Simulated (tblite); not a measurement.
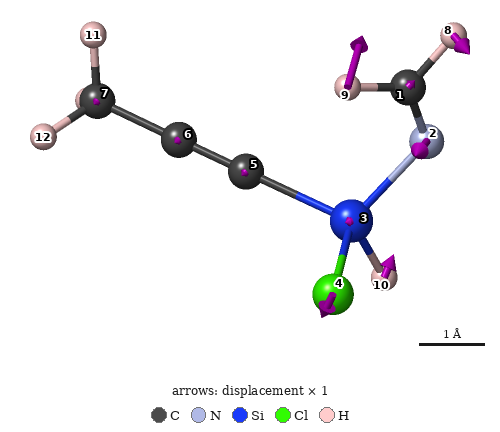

This is a relaxation of C4H6ClNSi. The starting structure is drawn; purple arrows show the displacements, at their true length. The two geometries are superimposed by the best rigid fit.

A ball-and-stick model, seen at a tilt.

The calculation used tblite, GFN2-xTB geometry optimisation, gas phase. 

Atoms of which element are displaced furthest, and by how much?

Hydrogen: up to 1.14 Å, against 0.64 Å for nitrogen.

Describe the change and its energy.

The energy falls by 7.13 kcal/mol in 111 geometry steps. The atom that moves furthest after the best rigid fit is an H atom (1.14 Å). By element the largest moves are H 1.14 Å, N 0.64 Å, Cl 0.51 Å, C 0.16 Å, Si 0.12 Å. Near-neighbour distances that change, for instance: C–N 1.294 → 1.246 Å, C–Si 1.882 → 1.847 Å, H–Si 1.480 → 1.457 Å, C–H 1.110 → 1.094 Å. Among the angles between lasting bonds that change: C–N–Si 116.2° → 135.3°, N–Si–C 110.2° → 117.0°, N–Si–Cl 110.6° → 104.1°. Groups turn about N–Si by about 60°. The run took 1.3 s on 1 thread of Arm Neoverse N1, with other jobs on the host.
